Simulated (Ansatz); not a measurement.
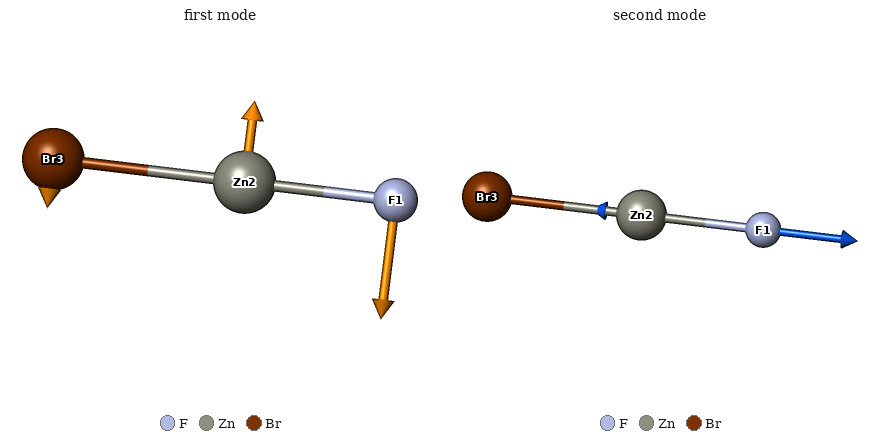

The system is BrFZn, SMILES [F][Zn][Br]; the picture shows the reference structure; its two panels give the patterns of the first and the second mode as arrows. The first coordinate is: normal mode 2 (125 cm⁻¹); the second: normal mode 4 (692 cm⁻¹). Nothing is relaxed (straight displacements along the two mass-weighted modes). The grid has 13 × 13 points; 91 points were computed and 78 follow by symmetry. Points are written as (first, second). Energies are in kJ/mol, from the lowest grid point. The calculation used RKS r2SCAN-D4/def2-TZVP (Ansatz).

Its coordinates:

```xyz
3

F    -1.5321    0.7994   -0.7578
Zn   -0.1285    0.0454   -0.0660
Br    1.6497   -0.9096    0.8105
```

Range: normal mode 2 (125 cm⁻¹) from −2.83 to 2.83 amu½·Å; normal mode 4 (692 cm⁻¹) from −0.825 to 0.825 amu½·Å.

What will the energy surface look like?

Answer. The lowest grid point is at (0.00 amu½·Å, 0.000 amu½·Å). No other kind of well shows on this grid. The highest grid point, (−2.83 amu½·Å, 0.825 amu½·Å), lies 92 kJ/mol above the lowest.

| normal mode 4 (692 cm⁻¹) ↓, normal mode 2 (125 cm⁻¹) → | −2.83 | −2.36 | −1.89 | −1.41 | −0.94 | −0.47 | 0.00 | 0.47 | 0.94 | 1.41 | 1.89 | 2.36 | 2.83 |
| --- | --- | --- | --- | --- | --- | --- | --- | --- | --- | --- | --- | --- | --- |
| 0.825 | 92 | 76 | 64 | 54 | 47 | 43 | 41 | 43 | 47 | 54 | 64 | 76 | 92 |
| 0.688 | 80 | 65 | 52 | 43 | 36 | 32 | 30 | 32 | 36 | 43 | 52 | 65 | 80 |
| 0.550 | 69 | 54 | 42 | 32 | 26 | 22 | 20 | 22 | 26 | 32 | 42 | 54 | 69 |
| 0.412 | 59 | 44 | 32 | 23 | 17 | 13 | 12 | 13 | 17 | 23 | 32 | 44 | 59 |
| 0.275 | 50 | 35 | 24 | 16 | 10 | 7 | 6 | 7 | 10 | 16 | 24 | 35 | 50 |
| 0.138 | 41 | 28 | 17 | 10 | 5 | 2 | 2 | 2 | 5 | 10 | 17 | 28 | 41 |
| 0.000 | 34 | 22 | 13 | 7 | 3 | 1 | 0 | 1 | 3 | 7 | 13 | 22 | 34 |
| −0.138 | 29 | 18 | 10 | 6 | 3 | 2 | 2 | 2 | 3 | 6 | 10 | 18 | 29 |
| −0.275 | 25 | 16 | 11 | 8 | 7 | 7 | 7 | 7 | 7 | 8 | 11 | 16 | 25 |
| −0.412 | 23 | 17 | 14 | 14 | 15 | 17 | 18 | 17 | 15 | 14 | 14 | 17 | 23 |
| −0.550 | 24 | 21 | 21 | 25 | 29 | 32 | 34 | 32 | 29 | 25 | 21 | 21 | 24 |
| −0.688 | 27 | 28 | 33 | 41 | 48 | 54 | 56 | 54 | 48 | 41 | 33 | 28 | 27 |
| −0.825 | 34 | 40 | 50 | 63 | 75 | 84 | 87 | 84 | 75 | 63 | 50 | 40 | 34 |

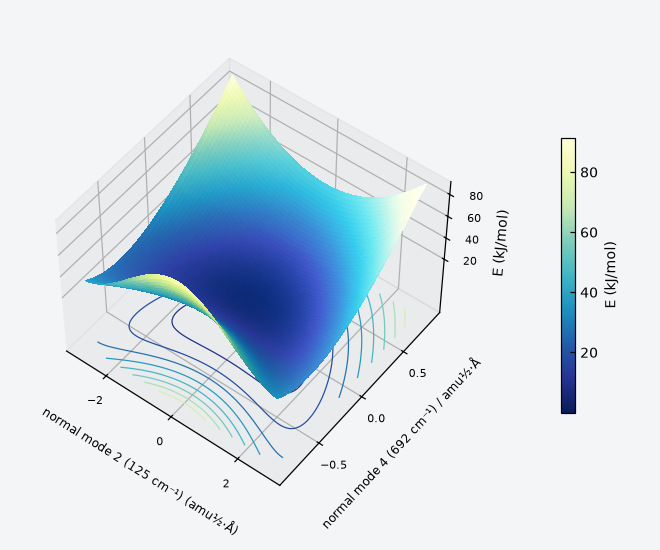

In the figure: a relief with its contours projected below. Between grid points the surface is interpolated.

Each point was launched as `ansatz run input.yaml --threads 1 --pin off --max-ram 2560MiB --backend cpu --events-out ev --progress --plain --runs-dir out`. The whole map (91 points run) took 5.7 min on 1 thread of Intel(R) Xeon(R) 6975P-C (Granite Rapids) (shared host).
